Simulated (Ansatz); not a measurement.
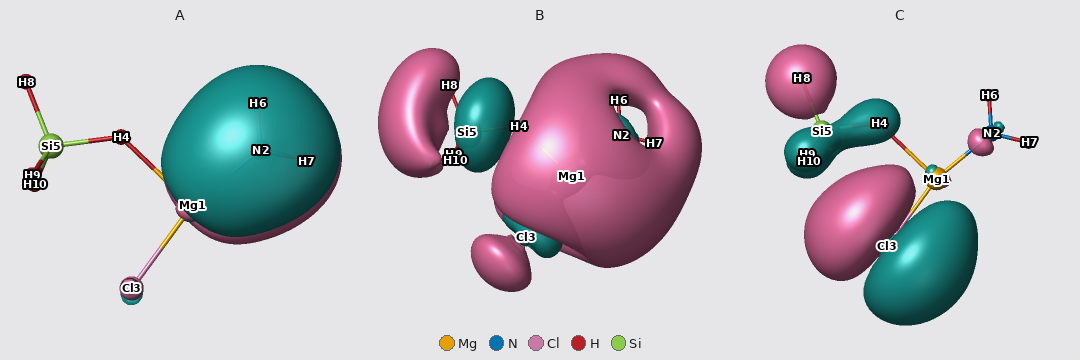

Figure. ClH$_{6}$MgNSi. Three frontier orbitals at ±0.04 Å⁻³ᐟ² (teal and pink are the two phases), in no order.

The reactant side of a reaction path; geometry: PBE0-D4/def2-TZVP.

The calculation used Ansatz, RKS PBE0-D4/def2-TZVPP.

Input

```
crystal:
  periodic: [false, false, false]
  atoms:
    - {symbol: Mg, position_ang: [-0.365096, 0.315507, -1.338518]}
    - {symbol: N, position_ang: [1.283441, 0.104782, -2.214471]}
    - {symbol: Cl, position_ang: [-2.473575, 0.691067, -0.817599]}
    - {symbol: H, position_ang: [0.322692, -0.179724, 0.603921]}
    - {symbol: Si, position_ang: [-0.452542, -0.232560, 1.895935]}
    - {symbol: H, position_ang: [2.153455, -0.164097, -1.780673]}
    - {symbol: H, position_ang: [1.465012, 0.237259, -3.197872]}
    - {symbol: H, position_ang: [0.557782, -0.633748, 2.905512]}
    - {symbol: H, position_ang: [-1.509763, -1.255582, 1.764790]}
    - {symbol: H, position_ang: [-0.981307, 1.117197, 2.178974]}
basis:
  gaussian: {orbitals: def2-TZVPP}
hamiltonian: {xc: pbe0, dispersion: d4}
output: {orbitals: {seedname: orbitals}}
```

Launched as:

```sh
ansatz run in.yaml --threads 4 --pin off --events-out ev --progress --plain --max-ram 9574MiB
```

Q: Order the three orbitals by energy and name them.

A: C is the HOMO−1 (−8.41 eV). It lies mainly on Cl3 (about 85 %); largely a lone pair of Cl3. A is the HOMO (−6.38 eV). It lies mainly on N2 (about 75 %), H6 (about 5 %) and H7 (about 5 %); largely a lone pair of N2. B is the LUMO (−0.83 eV). Its weight (Hirshfeld) is mainly on Mg1 (about 50 %), Si5 (about 15 %), Cl3 (about 10 %) and N2 (about 10 %).

Q: What is the HOMO–LUMO gap?

A: 5.55 eV between the orbital energies.
